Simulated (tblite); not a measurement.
# Run report: C5H12Si2, geometry relaxation (part 1 of 3)

- system: C5H12Si2
- method: GFN2-xTB geometry optimisation, gas phase (tblite 0.8.0)

It belongs to a series of runs on one base structure; here: H on Si replaced by CH2SiH3.

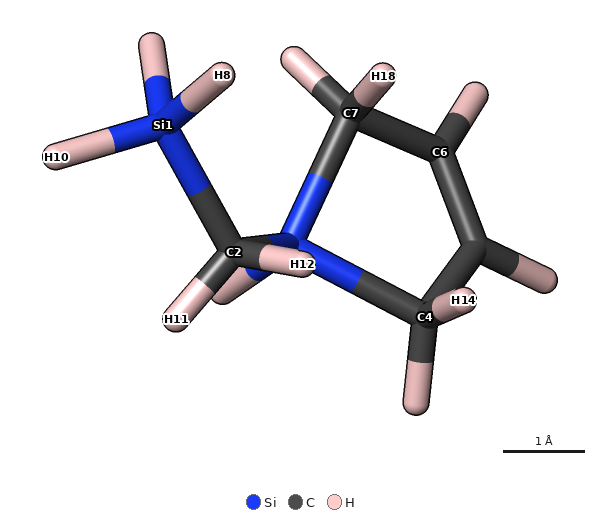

**Figure 1.** The starting structure (stick view, seen at a tilt; atoms are numbered from 1 in the order of the input). Bond lengths as drawn: C–C 1.28 to 1.48 Å, C–H 1.09 to 1.13 Å, C–Si 1.83 to 1.91 Å and H–Si 1.44 to 1.47 Å.

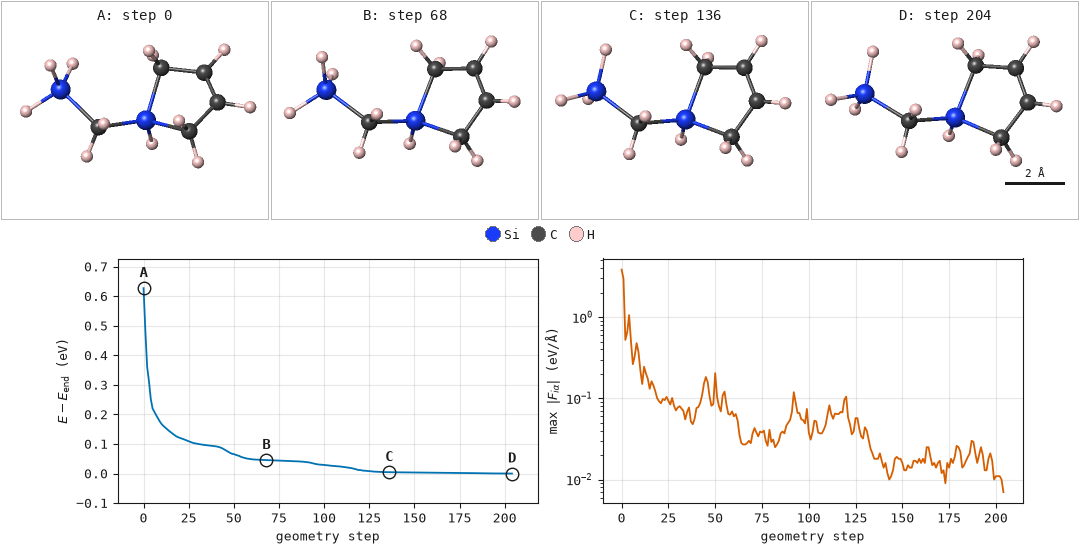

**Figure 2.** Frames of the relaxation (ball-and-stick view, seen at a tilt) above the curves, on which the letters mark them (steps are counted from 0).

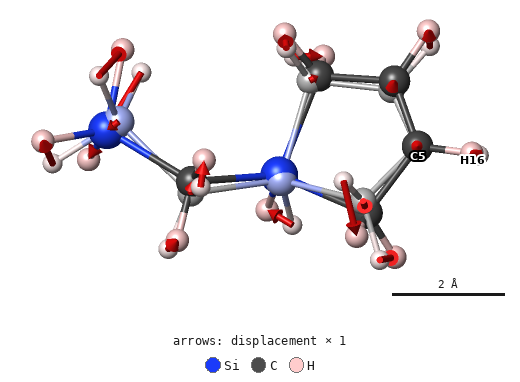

**Figure 3.** Start (faint) and end (solid) with the displacements as red arrows, at true length (ball-and-stick view, seen at a tilt). The two geometries are laid on each other by the best rigid fit. H9 moves most after the best rigid fit: 1.84 Å. Largest moves by element: H 1.84 Å, C 0.46 Å, Si 0.26 Å. Among the contacts that change: C2–Si3 1.833 → 1.900 Å, Si3–C7 1.861 → 1.909 Å, C5–H16 1.126 → 1.081 Å, C6–H17 1.123 → 1.081 Å. Among the angles that change: Si3–C4–H14 103.8° → 113.9°, H14–C4–H15 115.6° → 106.1°, C5–C4–H15 116.4° → 109.7°. After 204 geometry steps the energy has fallen by 0.627 eV. The largest force component goes from 3.8 to 0.007 eV/Å. (Atoms are counted from 1 in the order of the input.)

The input that produced these results follows, with the program's output.

**The input**
```
{"job": {"kind": "relax", "xc": "GFN2-xTB", "basis": "xTB"}, "charge": 0, "multiplicity": 1}
Si     2.808900    -0.371400     0.033200
C      1.519500     0.940900    -0.338400
Si    -0.106900     0.257100    -0.834900
C     -1.548300     1.275200    -0.109900
C     -2.518500     0.181400     0.082900
C     -2.075400    -1.015800     0.177400
C     -0.620100    -1.256400     0.117700
H      3.186600    -0.311900     1.455500
H      2.376300    -1.727400    -0.285600
H      3.969600    -0.060100    -0.790200
H      1.911800     1.589200    -1.134000
H      1.371000     1.521400     0.600700
H     -0.343700     0.177000    -2.252200
H     -1.174800     1.593900     0.881600
H     -1.852700     2.083600    -0.782000
H     -3.619300     0.416200     0.128000
H     -2.765500    -1.890400     0.320300
H     -0.177200    -1.201700     1.134500
H     -0.351000    -2.191400    -0.396900
```

The first line tells a small driver script what to run in tblite; the rest is the geometry in Å.

Run as:
```bash
OMP_NUM_THREADS=1 python <driver script> task.json out
```

**Log**
```
step      E/eV     max force
  0    -550.02797    3.939
  1    -550.17440    3.195
  2    -550.29563    0.650
  3    -550.34351    0.680
  4    -550.40302    1.094
  5    -550.43534    0.521
  6    -550.44676    0.299
  7    -550.45797    0.358
  8    -550.46880    0.506
  9    -550.47929    0.398
 10    -550.48777    0.251
 11    -550.49425    0.198
 12    -550.49972    0.271
 13    -550.50505    0.212
 14    -550.51028    0.177
 15    -550.51524    0.151
 16    -550.51983    0.202
 17    -550.52446    0.199
 18    -550.52884    0.163
 19    -550.53203    0.107
 20    -550.53420    0.121
 21    -550.53614    0.119
 22    -550.53839    0.118
 23    -550.54103    0.125
 24    -550.54369    0.127
 25    -550.54609    0.128
 26    -550.54839    0.101
 27    -550.55066    0.101
 28    -550.55248    0.086
 29    -550.55373    0.092
 30    -550.55476    0.089
 31    -550.55587    0.087
 32    -550.55698    0.085
 33    -550.55791    0.077
 34    -550.55864    0.060
 35    -550.55934    0.069
 36    -550.56009    0.082
 37    -550.56084    0.067
 38    -550.56155    0.058
 39    -550.56225    0.062
 40    -550.56311    0.082
 41    -550.56430    0.092
 42    -550.56595    0.097
 43    -550.56823    0.124
 44    -550.57122    0.172
 45    -550.57484    0.189
 46    -550.57866    0.159
 47    -550.58226    0.120
 48    -550.58558    0.122
 49    -550.58846    0.131
 50    -550.58945    0.222
 51    -550.59185    0.106
 52    -550.59379    0.099
 53    -550.59575    0.096
 54    -550.59897    0.127
 55    -550.60056    0.139
 56    -550.60247    0.107
 57    -550.60418    0.078
 58    -550.60517    0.083
 59    -550.60614    0.095
 60    -550.60693    0.061
 61    -550.60761    0.072
 62    -550.60797    0.053
 63    -550.60836    0.038
 64    -550.60861    0.037
 65    -550.60885    0.033
 66    -550.60909    0.035
 67    -550.60934    0.036
 68    -550.60958    0.036
 69    -550.60981    0.034
 70    -550.61008    0.043
 71    -550.61035    0.053
 72    -550.61063    0.039
 73    -550.61088    0.037
 74    -550.61113    0.040
 75    -550.61139    0.048
 76    -550.61174    0.053
 77    -550.61202    0.039
 78    -550.61223    0.030
 79    -550.61242    0.042
 80    -550.61263    0.035
 81    -550.61289    0.039
 82    -550.61310    0.026
 83    -550.61331    0.031
 84    -550.61357    0.035
 85    -550.61388    0.039
 86    -550.61420    0.045
 87    -550.61456    0.040
 88    -550.61500    0.051
 89    -550.61553    0.057
 90    -550.61622    0.067
 91    -550.61711    0.087
 92    -550.61793    0.123
 93    -550.61948    0.099
 94    -550.62123    0.070
 95    -550.62253    0.070
 96    -550.62371    0.064
 97    -550.62467    0.055
 98    -550.62527    0.054
 99    -550.62552    0.078
100    -550.62605    0.042
101    -550.62643    0.035
102    -550.62743    0.047
103    -550.62822    0.055
104    -550.62887    0.058
105    -550.62936    0.051
106    -550.62973    0.044
107    -550.63010    0.048
108    -550.63069    0.046
109    -550.63147    0.053
110    -550.63241    0.068
111    -550.63312    0.092
112    -550.63402    0.071
113    -550.63484    0.062
114    -550.63581    0.074
115    -550.63669    0.076
116    -550.63808    0.082
117    -550.63956    0.087
118    -550.64150    0.088
119    -550.64332    0.098
120    -550.64324    0.136
121    -550.64481    0.066
122    -550.64527    0.059
123    -550.64573    0.043
124    -550.64644    0.047
125    -550.64702    0.060
126    -550.64774    0.060
127    -550.64835    0.059
128    -550.64883    0.048
129    -550.64916    0.040
130    -550.64947    0.056
131    -550.64977    0.049
132    -550.65005    0.038
133    -550.65027    0.032
134    -550.65042    0.028
135    -550.65054    0.025
136    -550.65066    0.026
137    -550.65075    0.021
138    -550.65083    0.023
139    -550.65089    0.019
140    -550.65095    0.020
141    -550.65101    0.019
142    -550.65105    0.012
143    -550.65108    0.012
144    -550.65112    0.013
145    -550.65117    0.016
146    -550.65123    0.020
147    -550.65130    0.025
148    -550.65139    0.023
149    -550.65148    0.020
150    -550.65155    0.017
151    -550.65161    0.014
152    -550.65167    0.016
153    -550.65172    0.018
154    -550.65179    0.015
155    -550.65185    0.021
156    -550.65191    0.023
157    -550.65197    0.018
158    -550.65202    0.020
159    -550.65209    0.019
160    -550.65217    0.019
161    -550.65230    0.024
162    -550.65237    0.023
163    -550.65250    0.030
164    -550.65262    0.027
165    -550.65274    0.026
166    -550.65281    0.020
167    -550.65288    0.017
168    -550.65295    0.019
169    -550.65303    0.019
170    -550.65308    0.020
171    -550.65317    0.016
172    -550.65321    0.013
173    -550.65324    0.011
174    -550.65326    0.017
175    -550.65328    0.015
176    -550.65334    0.019
177    -550.65338    0.020
178    -550.65346    0.021
179    -550.65354    0.028
180    -550.65362    0.026
181    -550.65369    0.023
182    -550.65375    0.017
183    -550.65382    0.020
184    -550.65393    0.024
185    -550.65406    0.025
186    -550.65420    0.028
187    -550.65433    0.031
188    -550.65445    0.031
189    -550.65456    0.023
190    -550.65464    0.017
191    -550.65470    0.023
192    -550.65474    0.026
193    -550.65479    0.023
194    -550.65484    0.018
195    -550.65489    0.016
196    -550.65493    0.021
197    -550.65497    0.022
198    -550.65502    0.019
199    -550.65507    0.013
200    -550.65512    0.013
201    -550.65516    0.014
202    -550.65519    0.013
203    -550.65522    0.011
204    -550.65525    0.009
```

**Trajectory as extended XYZ (Å, eV, eV/Å), 25 of the 205 frames kept, from step=0 to step=204**
```
19
Properties=species:S:1:pos:R:3:forces:R:3 step=0 energy=-550.02797
Si    2.8089   -0.3714    0.0332    0.5920  -0.2670   0.2440
C     1.5195    0.9409   -0.3384    0.9910   0.9290   0.6110
Si   -0.1069    0.2571   -0.8349   -0.6520   0.6330  -0.4070
C    -1.5483    1.2752   -0.1099    1.0960   0.0270  -0.0550
C    -2.5185    0.1814    0.0829   -2.8710   2.6630  -0.2310
C    -2.0754   -1.0158    0.1774   -0.6310  -3.8450   0.5780
C    -0.6201   -1.2564    0.1177    0.6260  -0.5380   0.1090
H     3.1866   -0.3119    1.4555   -0.0420  -0.0410  -0.1140
H     2.3763   -1.7274   -0.2856   -0.0320  -0.0780  -0.0090
H     3.9696   -0.0601   -0.7902    0.2090  -0.0390  -0.0530
H     1.9118    1.5892   -1.1340   -0.2360   0.0220   0.5150
H     1.3710    1.5214    0.6007    0.2370  -0.0420  -0.8170
H    -0.3437    0.1770   -2.2522    0.0560  -0.2160  -0.6940
H    -1.1748    1.5939    0.8816   -0.5930   0.5440  -0.4700
H    -1.8527    2.0836   -0.7820   -0.2330  -0.0320   0.7400
H    -3.6193    0.4162    0.1280    1.1570  -0.1980  -0.0050
H    -2.7655   -1.8904    0.3203    0.6990   0.8100  -0.0520
H    -0.1772   -1.2017    1.1345   -0.1950  -0.4660  -0.4910
H    -0.3510   -2.1914   -0.3969   -0.1750   0.1340   0.6030
19
Properties=species:S:1:pos:R:3:forces:R:3 step=8 energy=-550.46880
Si    2.8746   -0.3824    0.0358    0.0200   0.0980   0.0260
C     1.5713    0.9574   -0.3274    0.0670   0.0500  -0.0060
Si   -0.1062    0.2794   -0.8791   -0.0610   0.1970   0.1500
C    -1.5481    1.2671   -0.1122   -0.0700  -0.0080  -0.0420
C    -2.5685    0.1846    0.0845    0.1910  -0.3730   0.0480
C    -2.1190   -1.0655    0.1929   -0.1570   0.4780  -0.0490
C    -0.6357   -1.2676    0.0914   -0.1490  -0.0660   0.0280
H     3.2032   -0.3298    1.4692    0.0490  -0.0350  -0.1200
H     2.3828   -1.7282   -0.2846    0.0680   0.0780   0.0000
H     4.0417   -0.0825   -0.7993    0.0570  -0.0800   0.0820
H     1.9333    1.6411   -1.0908    0.0630  -0.0340  -0.0510
H     1.4227    1.5746    0.5601    0.0340  -0.0800  -0.0150
H    -0.3070    0.1377   -2.3336    0.1150  -0.0350   0.0780
H    -1.2641    1.6874    0.8578   -0.0250  -0.0640  -0.0080
H    -1.9270    2.1051   -0.6939   -0.1190  -0.0870  -0.0830
H    -3.6144    0.4437    0.1359   -0.0370  -0.0190   0.0630
H    -2.7703   -1.9136    0.3480    0.0200   0.0340   0.0300
H    -0.1964   -1.2687    1.0925    0.0010   0.0430   0.0200
H    -0.3825   -2.2305   -0.3395   -0.0660  -0.0990  -0.1520
19
Properties=species:S:1:pos:R:3:forces:R:3 step=17 energy=-550.52446
Si    2.9209   -0.3631    0.0231    0.0230  -0.0080   0.0400
C     1.6091    0.9736   -0.3303   -0.0130  -0.0340   0.0310
Si   -0.0979    0.3103   -0.8355   -0.1150   0.0720   0.0630
C    -1.5986    1.2670   -0.1272   -0.0600   0.0340  -0.0030
C    -2.6057    0.1793    0.1017    0.0830  -0.0660   0.0700
C    -2.1486   -1.0587    0.2084   -0.0890   0.1440  -0.0380
C    -0.6709   -1.2611    0.0705   -0.1130  -0.1340   0.0950
H     3.2653   -0.3419    1.4486    0.0000   0.0130   0.0010
H     2.4192   -1.6977   -0.3043    0.0020  -0.0180  -0.0340
H     4.1392   -0.1265   -0.7551   -0.0110   0.0440  -0.0130
H     1.9651    1.6407   -1.1139   -0.0230  -0.0280   0.0360
H     1.4876    1.5884    0.5611    0.0630   0.0270  -0.0210
H    -0.2002    0.1169   -2.2872    0.0100   0.0330  -0.0970
H    -1.3372    1.7153    0.8368   -0.0350   0.0420  -0.0370
H    -2.0246    2.0627   -0.7347    0.0740   0.0150  -0.0820
H    -3.6517    0.4321    0.2015    0.0310   0.0140  -0.0010
H    -2.7971   -1.9039    0.3868    0.0490  -0.0280   0.0330
H    -0.2236   -1.3118    1.0640    0.0460  -0.0440   0.0950
H    -0.4600   -2.2122   -0.4065    0.0800  -0.0770  -0.1380
19
Properties=species:S:1:pos:R:3:forces:R:3 step=26 energy=-550.54839
Si    2.9415   -0.3629    0.0273    0.0420  -0.0460   0.0190
C     1.6142    0.9581   -0.3043    0.0660   0.0390   0.0090
Si   -0.1049    0.3151   -0.7870   -0.0060   0.0500   0.0440
C    -1.6265    1.2791   -0.1424    0.0010  -0.0090   0.0020
C    -2.6171    0.1810    0.1266    0.0390   0.0600   0.0030
C    -2.1621   -1.0574    0.2317   -0.0390   0.0320  -0.0610
C    -0.6887   -1.2830    0.0659   -0.0760  -0.0450   0.0480
H     3.2974   -0.3426    1.4478   -0.0210  -0.0310   0.0400
H     2.4528   -1.6896   -0.3418    0.0000  -0.0530  -0.0010
H     4.1611   -0.0991   -0.7388    0.0040   0.0510  -0.0380
H     1.9531    1.5935   -1.1185    0.0130   0.0490  -0.0330
H     1.5542    1.6064    0.5667   -0.0670   0.0280   0.0430
H    -0.1496    0.1565   -2.2509   -0.0450  -0.0030  -0.0390
H    -1.4114    1.8027    0.7948   -0.0070  -0.0090  -0.0530
H    -2.0317    2.0281   -0.8240   -0.0110  -0.0840   0.0040
H    -3.6611    0.4390    0.2486    0.0590  -0.0300   0.0070
H    -2.8053   -1.9018    0.4401    0.0250   0.0370   0.0150
H    -0.2439   -1.4170    1.0536    0.0840  -0.0010   0.0240
H    -0.4815   -2.1965   -0.4879   -0.0610  -0.0320  -0.0330
```
